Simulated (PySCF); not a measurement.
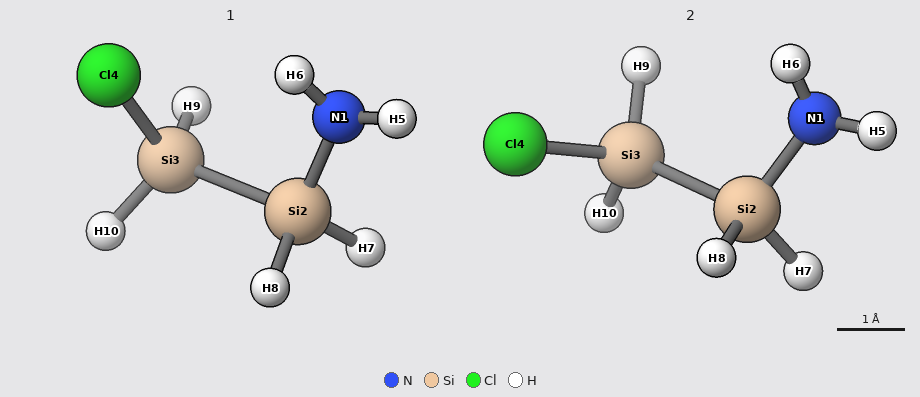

Two geometries of Si₂NH₆Cl, drawn at one scale. One is the start of a relaxation, the other its converged end. Style: ball-and-stick. Shown at a tilt.

Method: PySCF, PBE0-D3(BJ)/def2-SVP geometry optimisation, gas phase. 

**Which geometry has the lower energy?**

Structure 1 is the relaxed one. The start comes from GFN2-xTB. Its atoms were then displaced at random by about 0.01 Å. After 17 geometry steps the energy has fallen by 24.9 kJ/mol. The largest move after the best rigid fit is that of Cl4, 1.32 Å. By element the largest moves are Cl 1.32 Å, H 0.95 Å, N 0.37 Å, Si 0.25 Å. Among the contacts that change: Si2–Si3 2.293 → 2.343 Å, Si2–H7 1.459 → 1.496 Å, Si3–H10 1.460 → 1.493 Å, N1–H6 0.983 → 1.015 Å. Among the angles between lasting bonds that change: Si2–Si3–Cl4 111.7° → 104.2°, N1–Si2–H7 104.5° → 109.9°, Cl4–Si3–H9 102.9° → 107.6°. Groups turn about Si2–Si3 by about 60°. Cost: 92 s on 1 thread of Arm Neoverse N1, on a shared host.
